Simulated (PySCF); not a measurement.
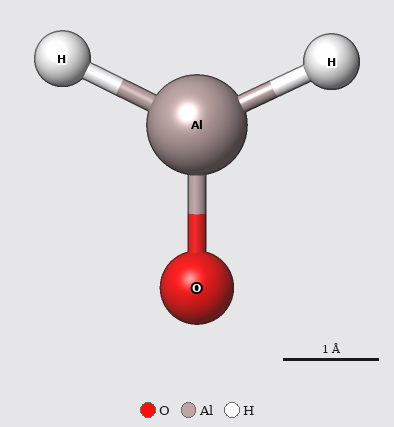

**Figure 1.** The structure (ball-and-stick view, seen on its broad side). Sticks mark near contacts. Bond lengths as drawn: Al–H 1.58 Å and Al–O 1.73 Å.

**Single-point calculation, with input and output: AlH2O**

System: AlH2O, multiplicity 4, SMILES [O][AlH2].
Method: RPA (SVWN5)/def2-SVP, UKS (PySCF 2.14.0).

The geometry is that of the parent species in another charge or spin state. The geometry comes from this level: PBE0-D4/def2-TZVP.

## The input (calc.py)
```python
from pyscf import gto, dft
from pyscf.gw.urpa import URPA

mol = gto.M(
    atom=[
    ('O', (0.062600, -0.856300, 1.401400)),
    ('Al', (0.011300, 0.029900, -0.080400)),
    ('H', (-1.149600, -0.360800, -1.076000)),
    ('H', (1.131100, 1.126800, -0.265300)),
],
    max_memory=1860,
    verbose=3,
    basis='def2-svp',
    spin=3,
)

mf = dft.UKS(mol)
mf.xc = 'svwn'
mf.conv_tol = 1e-10
mf.grids.level = 8
mf.kernel()
if not mf.converged:
    mf = mf.newton().run(mf.mo_coeff, mf.mo_occ)

rpa = URPA(mf, frozen=6)
rpa.kernel()
e_exx = mf.to_hf().energy_tot(mf.make_rdm1())
energy = e_exx + rpa.e_corr
print(f'total energy: {energy:.8f} hartree')
```

Hardware: 1 thread of Arm Neoverse V2, 24 GiB of memory available, shared host.

Run as:
```bash
OMP_NUM_THREADS=1 python calc.py
```

## The program's output
```
WARN: HOMO -0.0906778077543815 >= LUMO -0.370180224829814

WARN: HOMO 0.000196631397140212 >= LUMO -0.105787429281691

WARN: HOMO -0.110441537473776 >= LUMO -0.271059710853514

WARN: HOMO -0.11295652920283 >= LUMO -0.283095747678089

WARN: HOMO -0.106660636336265 >= LUMO -0.308194883376285

WARN: HOMO -0.111603564288132 >= LUMO -0.306016294632765

WARN: HOMO -0.110631965975101 >= LUMO -0.301299337210776

WARN: HOMO -0.110890349773721 >= LUMO -0.302813459595433

WARN: HOMO -0.110904693852313 >= LUMO -0.302820919085631

WARN: HOMO -0.110907804545664 >= LUMO -0.302826127493246

WARN: HOMO -0.110909266851905 >= LUMO -0.30284043447266

WARN: HOMO -0.110908067187493 >= LUMO -0.302844604095617

WARN: HOMO -0.110908554477557 >= LUMO -0.30284470246004

WARN: HOMO -0.110908558455117 >= LUMO -0.302845206456174

converged SCF energy = -316.851032274411  <S^2> = 3.7539625  2S+1 = 4.0019808
E(URPA) = -317.623799483072  E_corr = -0.415792365849188  E_hf = -317.208007117223
total energy: -317.95622679 hartree
```

## Results in brief

- outcome: converged
- total energy: −317.956227 hartree
- SCF energy: −316.851032 hartree
- correlation energy: −0.415792 hartree
- basis functions: 42
- ⟨S²⟩: 3.754
- wall time: 9 s
- peak memory: 0.18 GiB
